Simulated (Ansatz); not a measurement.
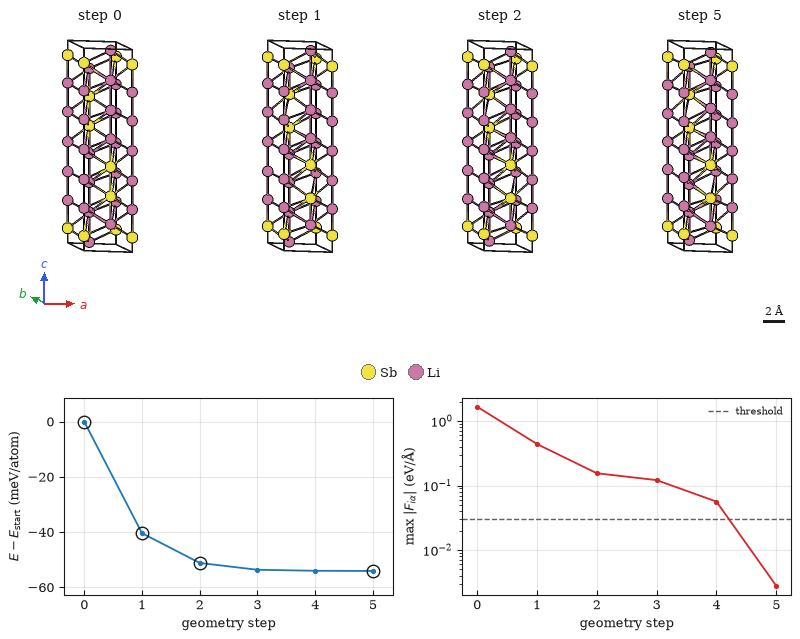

Frames of a relaxation of solid Li₅Sb₂ (a generated structure, set up in R-3m), marked on the history of the run. The picture is a ball-and-stick view of the conventional cell (3 times the calculation's cell), seen slightly off an axis. Lengths and directions refer to the drawn axes.

The start is a swapped structure.

Level of theory: DFT, PAW plane waves, r2SCAN in Ansatz. (plane-wave cutoff 500 eV; k-point mesh 6 × 6 × 6; occupations fermi dirac; smearing width 0.1 eV; no spin polarisation; atoms relaxed in a fixed cell; force threshold 0.03 eV/Å; at most 40 steps)

**Describe the path.**

The largest moves, 0.20 Å, are those of Li atoms. Largest moves by element: Li 0.20 Å, Sb 0.19 Å. The lattice vectors keep their values. Among the contacts that change: Sb–Sb 2.899 → 3.277 Å, Li–Sb 3.299 → 3.531 Å, Li–Li 3.249 → 3.478 Å, Li–Li 2.950 → 2.747 Å. The space group stays R-3m (No. 166). Over 5 geometry steps the energy falls by 54.1 meV per atom. Largest force component: 1.7 eV/Å at the start, 0.0028 eV/Å at the end. From step 0 to 1: Sb atoms move most (0.19 Å), energy −40.4 meV per atom. From step 1 to 2: Li atoms move most (0.08 Å), energy −10.8 meV per atom. From step 2 to 5: Li atoms move most (0.09 Å), energy −2.9 meV per atom.

```csv
step,"E − E(0), meV/atom","largest force component, eV/Å"
0,0.00,1.6647
1,-40.39,0.4397
2,-51.16,0.1549
3,-53.64,0.1213
4,-54.00,0.0563
5,-54.06,0.0028
```
